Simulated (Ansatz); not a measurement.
# C2H6AlO (charge +1): what the fields show

```xyz
10

C    -0.7755   -0.1512   -1.2156
C     0.0846   -0.3657   -0.0555
O     0.5457   -1.5452    0.0446
Al    0.5780    1.0774    1.3777
H    -0.3679    0.6700   -1.8038
H    -1.7426    0.2111   -0.8692
H    -0.8956   -1.0348   -1.8260
H     1.1161   -1.6889    0.8134
H    -0.0502    2.4715    1.1391
H     1.5074    0.3558    2.3954
```

Method: RKS BHLYP-D4/def2-mTZVP (Ansatz).

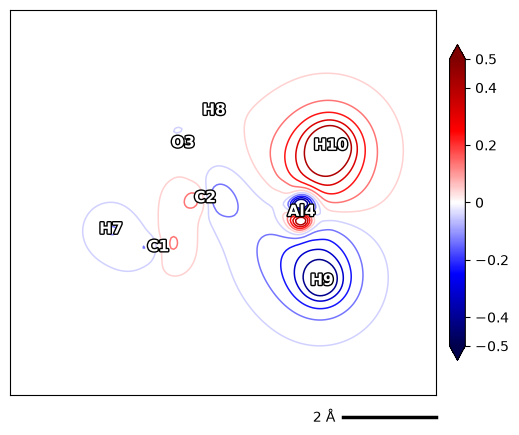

Figure 1. The HOMO on the plane of atoms H9, Al4 and H10 (values in Å⁻³ᐟ²; the overall sign is arbitrary).

### Where does this orbital lie, and at what energy?

By Hirshfeld shares it lies mainly on Al4 (about 35 %), H10 (about 35 %) and H9 (about 20 %). Its energy is −15.26 eV.

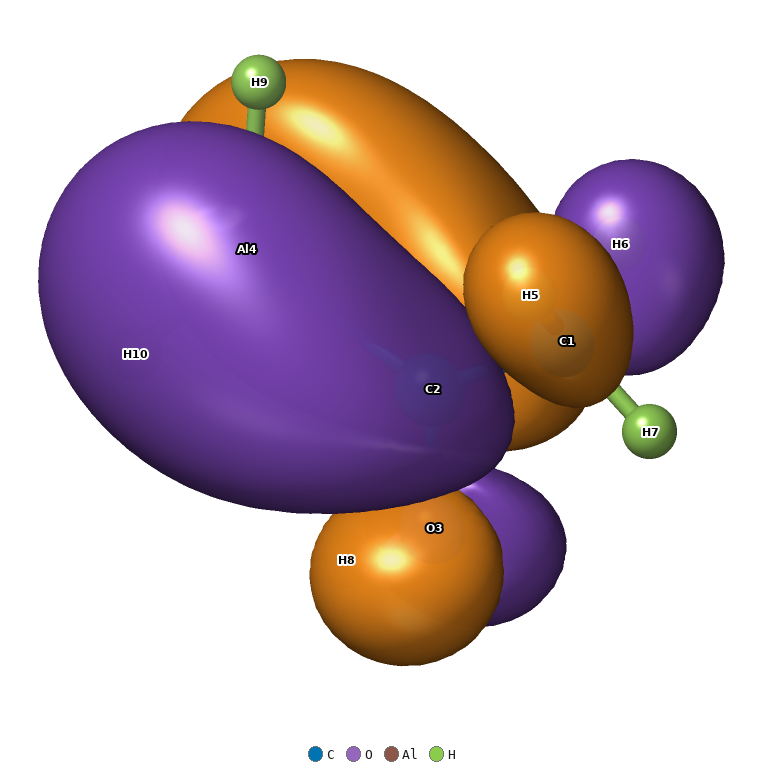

Figure 2. One frontier orbital at ±0.06 Å⁻³ᐟ² (orange and purple are the two phases), seen at a tilt.

### Which orbital is it: HOMO or LUMO?

The LUMO, at −7.21 eV. By Hirshfeld shares it lies mainly on C2 (about 35 %), Al4 (about 35 %) and O3 (about 15 %).
